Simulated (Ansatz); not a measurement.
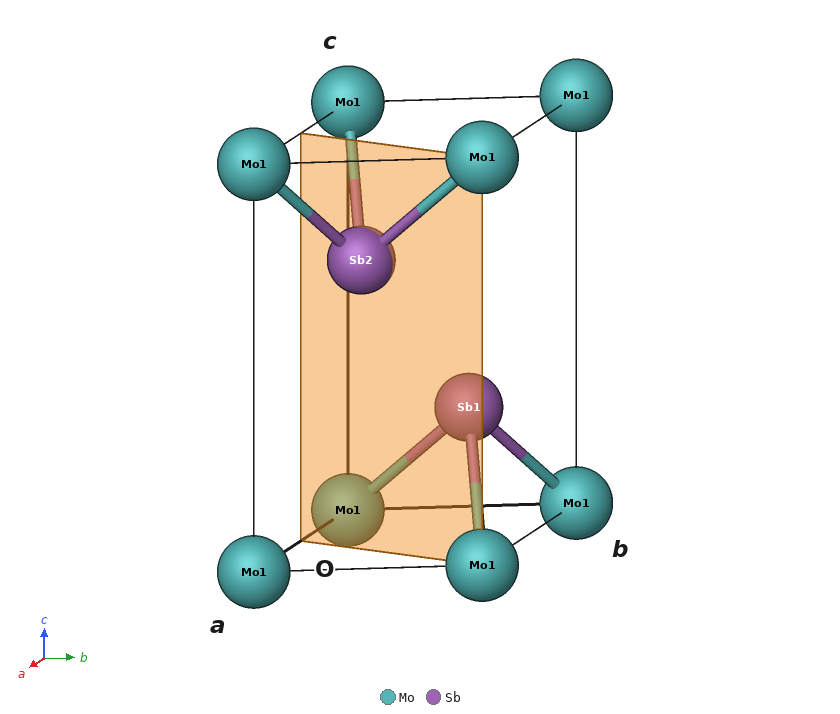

Crystal: Sb2Mo, the input geometry of an electronic-structure calculation (not necessarily at equilibrium); the starting structure was generated, so it need not be a known form of this composition. The shaded plane is a symmetry element of the crystal. Geometry calculated from the standardised cell; symmetry tolerance 0.002 Å.

a = 3.480 Å, b = 3.480 Å, c = 6.471 Å, α = 90.00°, β = 90.00°, γ = 120.00°.

```
atom       x       y       z
 Mo1  0.0000  0.0000  0.0000
 Sb1  0.3333  0.6667  0.2913
 Sb2  0.6667  0.3333  0.7087
```

Is it a mirror or a glide plane, and what is the operation?

It is a mirror plane, parallel to (2 −1 0), through (0.700, 0.400, 1/2): x, y, z → −x+y+1, y, z.

Onto which atom does it carry each atom (up to whole multiples of a, b and c)?

Mo1 → Mo1, Sb1 → Sb1, Sb2 → Sb2.

What is the crystal's space group?

P-3m1, No. 164.
